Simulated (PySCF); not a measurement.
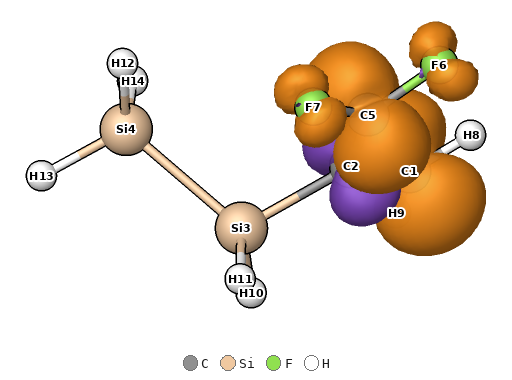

*C$_{3}$H$_{7}$F$_{2}$Si$_{2}$ (SMILES C=C([SiH2][SiH3])[C](F)F) (doublet). Isosurfaces of the spin density (α minus β) at +0.03 (orange) and −0.03 e/Å³ (purple), seen at an oblique angle.*

Geometry: GFN2-xTB.

Level of theory: PySCF 2.14.0, density-fitted response routines, UKS B3LYP, pcH-1 on C F H Si, non-relativistic, mean-field spin-orbit, GIAO.

```xyz
14

C     0.2982    2.1890   -0.3346
C     0.6239    0.9057    0.0358
Si    0.1657   -0.6167   -1.0146
Si   -1.5037   -1.8241    0.0430
C     1.2785    0.6562    1.2073
F     1.6825    1.5612    2.1021
F     1.6138   -0.5684    1.6256
H     0.5459    3.0394    0.2773
H    -0.2103    2.3735   -1.2611
H    -0.2101   -0.0418   -2.3138
H     1.4203   -1.3485   -1.2310
H    -1.1056   -2.3111    1.3652
H    -1.8813   -2.9924   -0.7569
H    -2.7183   -1.0226    0.2334
```

**Describe the spin distribution.**

The unpaired spin (1 electron) lies mostly on C1 (about 0.5) and C5 (about 0.4), in electrons by Hirshfeld's partition.
